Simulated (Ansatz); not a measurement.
Take the following structure.

```
Pb
1.0
     5.04243    0.00000    0.00000
     0.00000    5.04243    0.00000
     0.00000    0.00000    5.04243
Pb
4
Direct
  0.00000 0.00000 0.00000
  0.00000 0.50000 0.50000
  0.50000 0.00000 0.50000
  0.50000 0.50000 0.00000
```

Before looking at a picture, describe the arrangement of atoms.

The element is lead. Symmetry: Fm-3m (No. 225), face-centred cubic lattice. The structure is of the kind named face-centred cubic (Cu type). The cell holds four atoms. Pb bonds to twelve Pb in a cuboctahedral arrangement at 3.57 Å. The bonds build a three-dimensional framework.

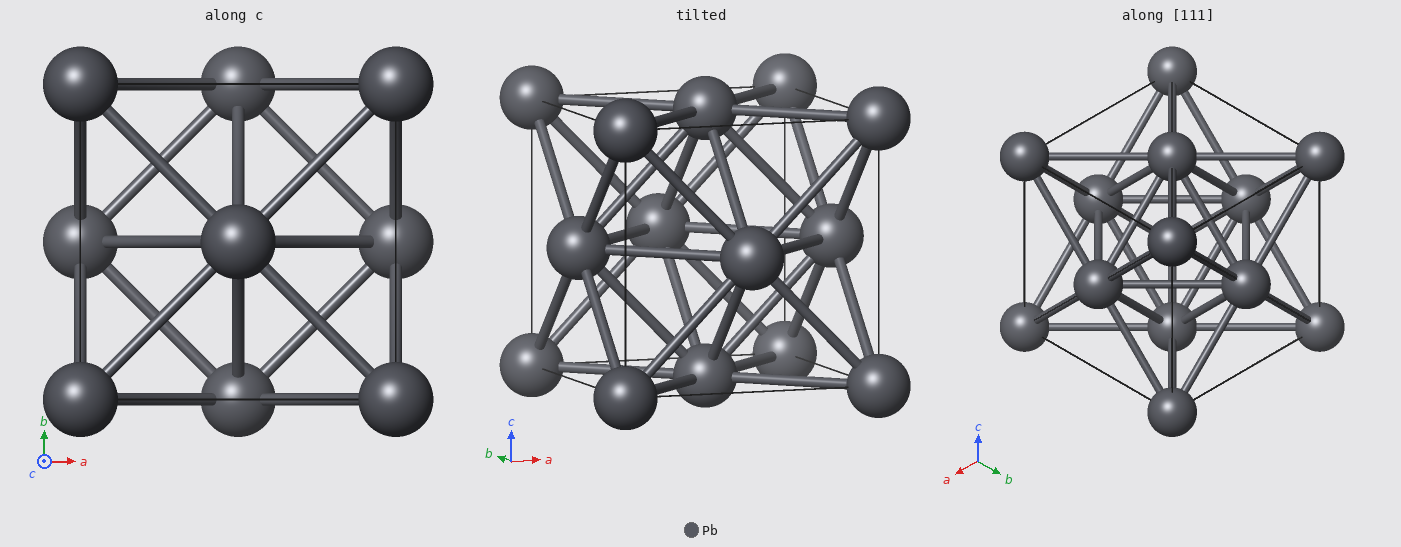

Shown here is a ball-and-stick view of the crystal, taken along the c axis, slightly off an axis and along [111]. The box is the conventional unit cell; atoms on or close to its faces, edges and corners are drawn wherever they repeat.

The structure comes from the standard structure of this element. Earlier steps of the study may have refined or changed the cell and positions. Ansatz was used for an electronic-structure calculation on it.
